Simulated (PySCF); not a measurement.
## Geometry relaxation of ZnSb (part 2 of 2)

The same run, continued: ZnSb, multiplicity 4; UHF/lanl2dz, optimize (PySCF 2.14.0). 

Geometry of the input (Å):
```
Zn 0.0000  0.0000  0.0000
Sb 0.0000  0.0000  2.4270
```

### Output, continued
```
beta  HOMO (A1) = -0.296849611294046  LUMO (E1x) = 0.0105903792141009
  HOMO = -0.259762502215  LUMO = 0.0105903792141  gap/eV = 7.35668
cycle= 8 E= -68.7662520820632  delta_E= -3.84e-09  |g|= 7.88e-06  |ddm|= 0.000195
alpha HOMO (A1) = -0.25975991575393  LUMO (E1x) = 0.0416275142491224
beta  HOMO (A1) = -0.296848813487328  LUMO (E1x) = 0.0105917436174365
  HOMO = -0.259759915754  LUMO = 0.0105917436174  gap/eV = 7.35664
cycle= 9 E= -68.7662520822259  delta_E= -1.63e-10  |g|= 1.08e-06  |ddm|= 4.21e-05
alpha HOMO (A1) = -0.259759797119183  LUMO (E1x) = 0.0416275230315842
beta  HOMO (A1) = -0.296848708654937  LUMO (E1x) = 0.0105915761090094
  HOMO = -0.259759797119  LUMO = 0.010591576109  gap/eV = 7.35664
Extra cycle  E= -68.7662520822277  delta_E= -1.83e-12  |g|= 4.64e-07  |ddm|= 2.54e-06
converged SCF energy = -68.7662520822277  <S^2> = 3.8020308  2S+1 = 4.0259314

******** <class 'pyscf.grad.rhf.Gradients_Scanner'> for <class 'pyscf.scf.hf.SymAdaptedUHF_Scanner'> ********
unit = Eh/Bohr
--------------- SymAdaptedUHF_Scanner gradients ---------------
         x                y                z
0 Zn     0.0000000000     0.0000000000     0.0154605780
1 Sb     0.0000000000     0.0000000000    -0.0154605780
----------------------------------------------
cycle 3: E = -68.7662520822  dE = -0.00715861  norm(grad) = 0.0218646
Step    2 : Displace = 8.722e-02/8.722e-02 (rms/max) Trust = 1.414e-01 (+) Grad = 1.546e-02/1.546e-02 (rms/max) E (change) = -68.7662520822 (-7.159e-03) Quality = 1.460
Hessian Eigenvalues: 4.33568e-02 5.00000e-02 5.00000e-02 ... 5.00000e-02 5.00000e-02 5.00000e-02

Geometry optimization cycle 4
Cartesian coordinates (Angstrom)
 Atom        New coordinates             dX        dY        dZ
  Zn   0.000000   0.000000  -0.281568    0.000000  0.000000 -0.094350
  Sb   0.000000   0.000000   2.708568    0.000000  0.000000  0.094350
New geometry
   1 Zn     0.000000000000   0.000000000000  -0.281568263723 AA    0.000000000000   0.000000000000  -0.532086903805 Bohr
   2 Sb     0.000000000000   0.000000000000   2.708568263722 AA    0.000000000000   0.000000000000   5.118452208124 Bohr

******** <class 'pyscf.scf.hf.SymAdaptedUHF_Scanner'> ********
method = SymAdaptedUHF_Scanner
initial guess = minao
damping factor = 0
level_shift factor = 0
DIIS = <class 'pyscf.scf.diis.CDIIS'>
diis_start_cycle = 1
diis_space = 8
diis_damp = 0
SCF conv_tol = 1e-09
SCF conv_tol_grad = None
SCF max_cycles = 50
direct_scf = True
direct_scf_tol = 1e-13
number electrons alpha = 10  beta = 7
Freeze 0 electrons in irreps []
    17 free electrons in irreps A1 E1x E1y E2x E2y
Set gradient conv threshold to 3.16228e-05
init E= -68.7548587347974
alpha HOMO (A1) = -0.274932596883924  LUMO (E1x) = 0.0383383263665286
beta  HOMO (A1) = -0.297911132070053  LUMO (E1x) = 0.0123261804451207
  HOMO = -0.274932596884  LUMO = 0.0123261804451  gap/eV = 7.81671
cycle= 1 E= -68.7697940078386  delta_E= -0.0149  |g|= 0.00958  |ddm|= 0.0755
alpha HOMO (A1) = -0.265268188373302  LUMO (E1x) = 0.0411780548631738
beta  HOMO (A1) = -0.293544066410156  LUMO (E1x) = 0.015336696193436
  HOMO = -0.265268188373  LUMO = 0.0153366961934  gap/eV = 7.63565
cycle= 2 E= -68.7700750322261  delta_E= -0.000281  |g|= 0.00581  |ddm|= 0.0262
alpha HOMO (A1) = -0.265148047857185  LUMO (E1x) = 0.0417287639400349
beta  HOMO (A1) = -0.294232368856965  LUMO (E1x) = 0.0146930725952503
  HOMO = -0.265148047857  LUMO = 0.0146930725953  gap/eV = 7.61486
cycle= 3 E= -68.7702218665679  delta_E= -0.000147  |g|= 0.00439  |ddm|= 0.0199
alpha HOMO (A1) = -0.264500421672365  LUMO (E1x) = 0.0425227526619788
beta  HOMO (A1) = -0.294347499955014  LUMO (E1x) = 0.0143865533501308
  HOMO = -0.264500421672  LUMO = 0.0143865533501  gap/eV = 7.58890
cycle= 4 E= -68.7703378853542  delta_E= -0.000116  |g|= 0.00225  |ddm|= 0.0242
alpha HOMO (A1) = -0.263525612616755  LUMO (E1x) = 0.0433395484282114
beta  HOMO (A1) = -0.293873382413045  LUMO (E1x) = 0.0144756916124609
  HOMO = -0.263525612617  LUMO = 0.0144756916125  gap/eV = 7.56480
cycle= 5 E= -68.7703856351435  delta_E= -4.77e-05  |g|= 0.000638  |ddm|= 0.024
alpha HOMO (A1) = -0.263218424457845  LUMO (E1x) = 0.043433672698892
beta  HOMO (A1) = -0.293563601733065  LUMO (E1x) = 0.014361529742416
  HOMO = -0.263218424458  LUMO = 0.0143615297424  gap/eV = 7.55334
cycle= 6 E= -68.770388145485  delta_E= -2.51e-06  |g|= 0.000194  |ddm|= 0.00467
alpha HOMO (A1) = -0.263162302768114  LUMO (E1x) = 0.0434350808978443
beta  HOMO (A1) = -0.293607745730074  LUMO (E1x) = 0.014366894115496
  HOMO = -0.263162302768  LUMO = 0.0143668941155  gap/eV =
[...]
  HOMO = -0.287176969488  LUMO = 0.03084595468  gap/eV = 8.65384
Extra cycle  E= -68.7805347172627  delta_E= -5.15e-10  |g|= 9.61e-06  |ddm|= 2.42e-05
converged SCF energy = -68.7805347172627  <S^2> = 3.7500056  2S+1 = 4.0000028

******** <class 'pyscf.grad.rhf.Gradients_Scanner'> for <class 'pyscf.scf.hf.SymAdaptedUHF_Scanner'> ********
unit = Eh/Bohr
--------------- SymAdaptedUHF_Scanner gradients ---------------
         x                y                z
0 Zn     0.0000000000     0.0000000000     0.0000053525
1 Sb     0.0000000000     0.0000000000    -0.0000053525
----------------------------------------------
cycle 14: E = -68.7805347173  dE = -3.37951e-06  norm(grad) = 7.56959e-06
Step   13 : Displace = 9.635e-02/9.635e-02 (rms/max) Trust = 3.000e-01 (=) Grad = 5.353e-06/5.353e-06 (rms/max) E (change) = -68.7805347173 (-3.380e-06) Quality = 1.344
Hessian Eigenvalues: 2.32166e-05 5.00000e-02 5.00000e-02 ... 5.00000e-02 5.00000e-02 5.00000e-02

Geometry optimization cycle 15
Cartesian coordinates (Angstrom)
 Atom        New coordinates             dX        dY        dZ
  Zn  -0.000000  -0.000000  -1.995677   -0.000000 -0.000000 -0.061000
  Sb  -0.000000  -0.000000   4.422677   -0.000000 -0.000000  0.061000
New geometry
   1 Zn     0.000000000000   0.000000000000  -1.995676911266 AA    0.000000000000   0.000000000000  -3.771282795411 Bohr
   2 Sb     0.000000000000   0.000000000000   4.422676911261 AA    0.000000000000   0.000000000000   8.357648099720 Bohr

******** <class 'pyscf.scf.hf.SymAdaptedUHF_Scanner'> ********
method = SymAdaptedUHF_Scanner
initial guess = minao
damping factor = 0
level_shift factor = 0
DIIS = <class 'pyscf.scf.diis.CDIIS'>
diis_start_cycle = 1
diis_space = 8
diis_damp = 0
SCF conv_tol = 1e-09
SCF conv_tol_grad = None
SCF max_cycles = 50
direct_scf = True
direct_scf_tol = 1e-13
number electrons alpha = 10  beta = 7
Freeze 0 electrons in irreps []
    17 free electrons in irreps A1 E1x E1y E2x E2y
Set gradient conv threshold to 3.16228e-05
init E= -68.7804182170243
alpha HOMO (A1) = -0.287243018201128  LUMO (E1x) = 0.0480667850322773
beta  HOMO (A1) = -0.287258535318096  LUMO (A1) = 0.031279933006985
  HOMO = -0.287243018201  LUMO = 0.031279933007  gap/eV = 8.66745
cycle= 1 E= -68.7805354959163  delta_E= -0.000117  |g|= 5.11e-05  |ddm|= 0.00167
alpha HOMO (A1) = -0.287202961076668  LUMO (E1x) = 0.0480895863026749
beta  HOMO (A1) = -0.287242654988415  LUMO (A1) = 0.0313509036086779
  HOMO = -0.287202961077  LUMO = 0.0313509036087  gap/eV = 8.66829
cycle= 2 E= -68.7805355026173  delta_E= -6.7e-09  |g|= 1.72e-05  |ddm|= 0.000127
alpha HOMO (A1) = -0.287202571714327  LUMO (E1x) = 0.0480896866644586
beta  HOMO (A1) = -0.2872430237976  LUMO (A1) = 0.0313486567593159
  HOMO = -0.287202571714  LUMO = 0.0313486567593  gap/eV = 8.66822
cycle= 3 E= -68.7805355040127  delta_E= -1.4e-09  |g|= 1.21e-05  |ddm|= 5.12e-05
alpha HOMO (A1) = -0.28720244239685  LUMO (E1x) = 0.0480897429801176
beta  HOMO (A1) = -0.287242972617607  LUMO (A1) = 0.031348704434376
  HOMO = -0.287202442397  LUMO = 0.0313487044344  gap/eV = 8.66822
cycle= 4 E= -68.7805355052616  delta_E= -1.25e-09  |g|= 9.63e-06  |ddm|= 5.45e-05
alpha HOMO (A1) = -0.287202461300935  LUMO (E1x) = 0.0480897537118951
beta  HOMO (A1) = -0.28724302773857  LUMO (A1) = 0.031348802104847
  HOMO = -0.287202461301  LUMO = 0.0313488021048  gap/eV = 8.66822
cycle= 5 E= -68.7805355071984  delta_E= -1.94e-09  |g|= 3.33e-06  |ddm|= 0.000162
alpha HOMO (A1) = -0.287202383795474  LUMO (E1x) = 0.0480897502336989
beta  HOMO (A1) = -0.287242932188107  LUMO (A1) = 0.0313487289426628
  HOMO = -0.287202383795  LUMO = 0.0313487289427  gap/eV = 8.66822
cycle= 6 E= -68.7805355072818  delta_E= -8.34e-11  |g|= 8.09e-07  |ddm|= 3.83e-05
alpha HOMO (A1) = -0.287202425264485  LUMO (E1x) = 0.0480897368146073
beta  HOMO (A1) = -0.287242957394553  LUMO (A1) = 0.0313486482768305
  HOMO = -0.287202425264  LUMO = 0.0313486482768  gap/eV = 8.66822
Extra cycle  E= -68.7805355072831  delta_E= -1.29e-12  |g|= 4.22e-07  |ddm|= 2.13e-06
converged SCF energy = -68.7805355072831  <S^2> = 3.7500043  2S+1 = 4.0000022

******** <class 'pyscf.grad.rhf.Gradients_Scanner'> for <class 'pyscf.scf.hf.SymAdaptedUHF_Scanner'> ********
unit = Eh/Bohr
--------------- SymAdaptedUHF_Scanner gradients ---------------
         x                y                z
0 Zn     0.0000000000     0.0000000000     0.0000016390
1 Sb     0.0000000000     0.0000000000    -0.0000016390
----------------------------------------------
cycle 15: E = -68.7805355073  dE = -7.9002e-07  norm(grad) = 2.31792e-06
Step   14 : Displace = 6.100e-02/6.100e-02 (rms/max) Trust = 3.000e-01 (=) Grad = 1.639e-06/1.639e-06 (rms/max) E (change) = -68.7805355073 (-7.900e-07) Quality = 1.280
Hessian Eigenvalues: 1.61073e-05 5.00000e-02 5.00000e-02 ... 5.00000e-02 5.00000e-02 5.00000e-02

Geometry optimization cycle 16
Cartesian coordinates (Angstrom)
 Atom        New coordinates             dX        dY        dZ
  Zn  -0.000000  -0.000000  -2.022600   -0.000000 -0.000000 -0.026923
  Sb  -0.000000  -0.000000   4.449600   -0.000000 -0.000000  0.026923
New geometry
   1 Zn     0.000000000000   0.000000000000  -2.022600393029 AA    0.000000000000   0.000000000000  -3.822160802262 Bohr
   2 Sb     0.000000000000   0.000000000000   4.449600393024 AA    0.000000000000   0.000000000000   8.408526106573 Bohr

******** <class 'pyscf.scf.hf.SymAdaptedUHF_Scanner'> ********
method = SymAdaptedUHF_Scanner
initial guess = minao
damping factor = 0
level_shift factor = 0
DIIS = <class 'pyscf.scf.diis.CDIIS'>
diis_start_cycle = 1
diis_space = 8
diis_damp = 0
SCF conv_tol = 1e-09
SCF conv_tol_grad = None
SCF max_cycles = 50
direct_scf = True
direct_scf_tol = 1e-13
number electrons alpha = 10  beta = 7
Freeze 0 electrons in irreps []
    17 free electrons in irreps A1 E1x E1y E2x E2y
Set gradient conv threshold to 3.16228e-05
init E= -68.7804880071419
alpha HOMO (A1) = -0.287227625995274  LUMO (E1x) = 0.0480784033346893
beta  HOMO (A1) = -0.287253907647548  LUMO (A1) = 0.0315447766690223
  HOMO = -0.287227625995  LUMO = 0.031544776669  gap/eV = 8.67424
cycle= 1 E= -68.7805356031877  delta_E= -4.76e-05  |g|= 2.04e-05  |ddm|= 0.00066
alpha HOMO (A1) = -0.287211950635876  LUMO (E1x) = 0.0480878297991808
beta  HOMO (A1) = -0.287246926639742  LUMO (A1) = 0.0315740786193156
  HOMO = -0.287211950636  LUMO = 0.0315740786193  gap/eV = 8.67461
cycle= 2 E= -68.780535604194  delta_E= -1.01e-09  |g|= 4.89e-06  |ddm|= 5.1e-05
alpha HOMO (A1) = -0.287211815261274  LUMO (E1x) = 0.048087854411404
beta  HOMO (A1) = -0.287247071257997  LUMO (A1) = 0.0315731960486098
  HOMO = -0.287211815261  LUMO = 0.0315731960486  gap/eV = 8.67458
cycle= 3 E= -68.7805356042787  delta_E= -8.46e-11  |g|= 2.07e-06  |ddm|= 1.54e-05
alpha HOMO (A1) = -0.287211810516722  LUMO (E1x) = 0.0480878617596047
beta  HOMO (A1) = -0.287247078752185  LUMO (A1) = 0.0315732132620378
  HOMO = -0.287211810517  LUMO = 0.031573213262  gap/eV = 8.67458
Extra cycle  E= -68.7805356042983  delta_E= -1.96e-11  |g|= 1.84e-06  |ddm|= 4.67e-06
converged SCF energy = -68.7805356042983  <S^2> = 3.7500042  2S+1 = 4.0000021

******** <class 'pyscf.grad.rhf.Gradients_Scanner'> for <class 'pyscf.scf.hf.SymAdaptedUHF_Scanner'> ********
unit = Eh/Bohr
--------------- SymAdaptedUHF_Scanner gradients ---------------
         x                y                z
0 Zn     0.0000000000     0.0000000000     0.0000002949
1 Sb     0.0000000000     0.0000000000    -0.0000002949
----------------------------------------------
cycle 16: E = -68.7805356043  dE = -9.70151e-08  norm(grad) = 4.17052e-07
Step   15 : Displace = 2.692e-02/2.692e-02 (rms/max) Trust = 3.000e-01 (=) Grad = 2.949e-07/2.949e-07 (rms/max) E (change) = -68.7805356043 (-9.702e-08) Quality = 1.163
Hessian Eigenvalues: 1.32092e-05 5.00000e-02 5.00000e-02 ... 5.00000e-02 5.00000e-02 5.00000e-02

Geometry optimization cycle 17
Cartesian coordinates (Angstrom)
 Atom        New coordinates             dX        dY        dZ
  Zn  -0.000000  -0.000000  -2.028507   -0.000000 -0.000000 -0.005907
  Sb  -0.000000  -0.000000   4.455507   -0.000000 -0.000000  0.005907
New geometry
   1 Zn     0.000000000000   0.000000000000  -2.028507425133 AA    0.000000000000   0.000000000000  -3.833323475149 Bohr
   2 Sb     0.000000000000   0.000000000000   4.455507425129 AA    0.000000000000   0.000000000000   8.419688779461 Bohr

******** <class 'pyscf.scf.hf.SymAdaptedUHF_Scanner'> ********
method = SymAdaptedUHF_Scanner
initial guess = minao
damping factor = 0
level_shift factor = 0
DIIS = <class 'pyscf.scf.diis.CDIIS'>
diis_start_cycle = 1
diis_space = 8
diis_damp = 0
SCF conv_tol = 1e-09
SCF conv_tol_grad = None
SCF max_cycles = 50
direct_scf = True
direct_scf_tol = 1e-13
number electrons alpha = 10  beta = 7
Freeze 0 electrons in irreps []
    17 free electrons in irreps A1 E1x E1y E2x E2y
Set gradient conv threshold to 3.16228e-05
init E= -68.7805255189269
alpha HOMO (A1) = -0.287217047469512  LUMO (E1x) = 0.0480854551712953
beta  HOMO (A1) = -0.287249425057363  LUMO (A1) = 0.0316165993181567
  HOMO = -0.28721704747  LUMO = 0.0316165993182  gap/eV = 8.67591
cycle= 1 E= -68.7805356078035  delta_E= -1.01e-05  |g|= 4.84e-06  |ddm|= 0.000139
alpha HOMO (A1) = -0.28721375018891  LUMO (E1x) = 0.0480874676859288
beta  HOMO (A1) = -0.287247904617795  LUMO (A1) = 0.0316228573107277
  HOMO = -0.287213750189  LUMO = 0.0316228573107  gap/eV = 8.67599
cycle= 2 E= -68.7805356078704  delta_E= -6.69e-11  |g|= 2.13e-06  |ddm|= 1.19e-05
alpha HOMO (A1) = -0.287213726019866  LUMO (E1x) = 0.0480874714017223
beta  HOMO (A1) = -0.287247928336237  LUMO (A1) = 0.0316227097310604
  HOMO = -0.28721372602  LUMO = 0.0316227097311  gap/eV = 8.67598
Extra cycle  E= -68.7805356078898  delta_E= -1.93e-11  |g|= 1.74e-06  |ddm|= 4.94e-06
converged SCF energy = -68.7805356078898  <S^2> = 3.7500041  2S+1 = 4.0000021

******** <class 'pyscf.grad.rhf.Gradients_Scanner'> for <class 'pyscf.scf.hf.SymAdaptedUHF_Scanner'> ********
unit = Eh/Bohr
--------------- SymAdaptedUHF_Scanner gradients ---------------
         x                y                z
0 Zn     0.0000000000     0.0000000000     0.0000000219
1 Sb     0.0000000000     0.0000000000    -0.0000000219
----------------------------------------------
cycle 17: E = -68.7805356079  dE = -3.5915e-09  norm(grad) = 3.10196e-08
Step   16 : Displace = 5.907e-03/5.907e-03 (rms/max) Trust = 3.000e-01 (=) Grad = 2.193e-08/2.193e-08 (rms/max) E (change) = -68.7805356079 (-3.591e-09) Quality = 1.091
Hessian Eigenvalues: 1.32092e-05 5.00000e-02 5.00000e-02 ... 5.00000e-02 5.00000e-02 5.00000e-02

Geometry optimization cycle 18
Cartesian coordinates (Angstrom)
 Atom        New coordinates             dX        dY        dZ
  Zn  -0.000000  -0.000000  -2.028947   -0.000000 -0.000000 -0.000439
  Sb  -0.000000  -0.000000   4.455947   -0.000000 -0.000000  0.000439
New geometry
   1 Zn     0.000000000000   0.000000000000  -2.028946779949 AA    0.000000000000   0.000000000000  -3.834153735421 Bohr
   2 Sb     0.000000000000   0.000000000000   4.455946779945 AA    0.000000000000   0.000000000000   8.420519039733 Bohr

******** <class 'pyscf.scf.hf.SymAdaptedUHF_Scanner'> ********
method = SymAdaptedUHF_Scanner
initial guess = minao
damping factor = 0
level_shift factor = 0
DIIS = <class 'pyscf.scf.diis.CDIIS'>
diis_start_cycle = 1
diis_space = 8
diis_damp = 0
SCF conv_tol = 1e-09
SCF conv_tol_grad = None
SCF max_cycles = 50
direct_scf = True
direct_scf_tol = 1e-13
number electrons alpha = 10  beta = 7
Freeze 0 electrons in irreps []
    17 free electrons in irreps A1 E1x E1y E2x E2y
Set gradient conv threshold to 3.16228e-05
init E= -68.7805348627498
alpha HOMO (A1) = -0.287214108017225  LUMO (E1x) = 0.0480872951212599
beta  HOMO (A1) = -0.287248109691437  LUMO (A1) = 0.0316259143999955
  HOMO = -0.287214108017  LUMO = 0.0316259144  gap/eV = 8.67608
cycle= 1 E= -68.7805356079252  delta_E= -7.45e-07  |g|= 1.62e-06  |ddm|= 1.11e-05
alpha HOMO (A1) = -0.287213859972457  LUMO (E1x) = 0.0480874450124352
beta  HOMO (A1) = -0.287247995263298  LUMO (A1) = 0.0316263719318556
  HOMO = -0.287213859972  LUMO = 0.0316263719319  gap/eV = 8.67608
cycle= 2 E= -68.7805356079368  delta_E= -1.17e-11  |g|= 1.42e-06  |ddm|= 3.69e-06
alpha HOMO (A1) = -0.287213858326844  LUMO (E1x) = 0.0480874454431632
beta  HOMO (A1) = -0.287247998198446  LUMO (A1) = 0.0316263593010496
  HOMO = -0.287213858327  LUMO = 0.031626359301  gap/eV = 8.67608
Extra cycle  E= -68.7805356079458  delta_E= -8.97e-12  |g|= 1.27e-06  |ddm|= 3.21e-06
converged SCF energy = -68.7805356079458  <S^2> = 3.7500041  2S+1 = 4.000002

******** <class 'pyscf.grad.rhf.Gradients_Scanner'> for <class 'pyscf.scf.hf.SymAdaptedUHF_Scanner'> ********
unit = Eh/Bohr
--------------- SymAdaptedUHF_Scanner gradients ---------------
         x                y                z
0 Zn     0.0000000000     0.0000000000     0.0000000034
1 Sb     0.0000000000     0.0000000000    -0.0000000034
----------------------------------------------
cycle 18: E = -68.7805356079  dE = -5.60334e-11  norm(grad) = 4.79186e-09
```

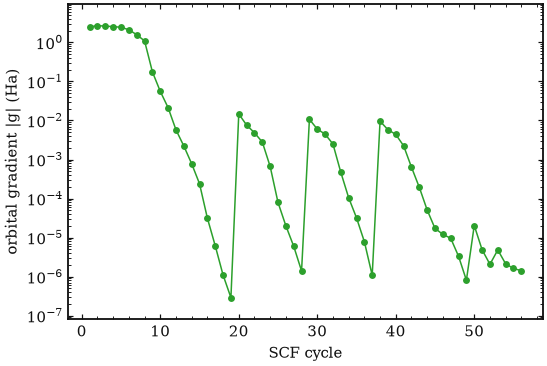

Fig. 1: Convergence of the self-consistent field: orbital gradient |g| against the SCF cycle. All cycles printed in the log are drawn one after another.

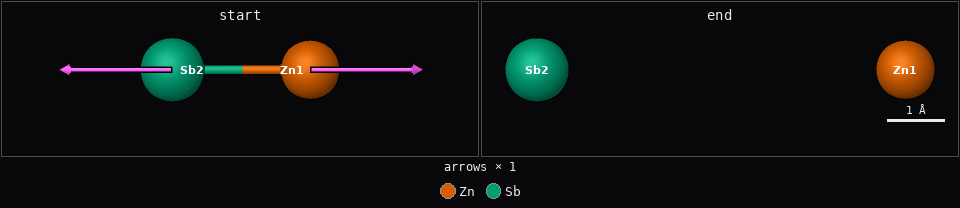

Fig. 2: Before (left) and after (right) the relaxation, at one scale (ball-and-stick view, seen on its broad side). The pink arrows give the displacements, at true length. The largest moves after the best rigid fit, 2.03 Å, are those of Zn1 and Sb2. By element the largest moves are Zn 2.03 Å, Sb 2.03 Å. Distances before and after: Zn1–Sb2 2.427 → 6.485 Å. Bonds break: Zn1–Sb2 (2.43 → 6.48 Å). (Atoms are counted from 1 in the order of the input.)

```
Step   17 : Displace = 4.394e-04/4.394e-04 (rms/max) Trust = 3.000e-01 (=) Grad = 3.388e-09/3.388e-09 (rms/max) E (change) = -68.7805356079 (-5.603e-11) Quality = 3.077
Hessian Eigenvalues: 1.32092e-05 5.00000e-02 5.00000e-02 ... 5.00000e-02 5.00000e-02 5.00000e-02
Converged! =D

    #| If this code has benefited your research, please support us by citing: |#
    #| Wang, L.-P.; Song, C.C. (2016) "Geometry optimization made simple with |#
    #| translation and rotation coordinates", J. Chem, Phys. 144, 214108.     |#
    #|                                     |#
optimised geometry (angstrom)
Zn          0.00000000        0.00000000       -2.02894678
Sb          0.00000000        0.00000000        4.45594678
orbital energies (hartree): [array([-0.3287, -0.3287, -0.2528,  0.0408,  0.0408,  0.093 ]), array([-8.187e-01, -5.590e-01, -3.063e-01,  6.000e-04,  6.000e-04,
        3.280e-02])]
```

### Key numbers

| quantity | value |
| --- | --- |
| outcome | converged |
| SCF energy at the first geometry | −68.742157 hartree |
| ⟨S²⟩ | 3.770 |
| wall time | 10 s |
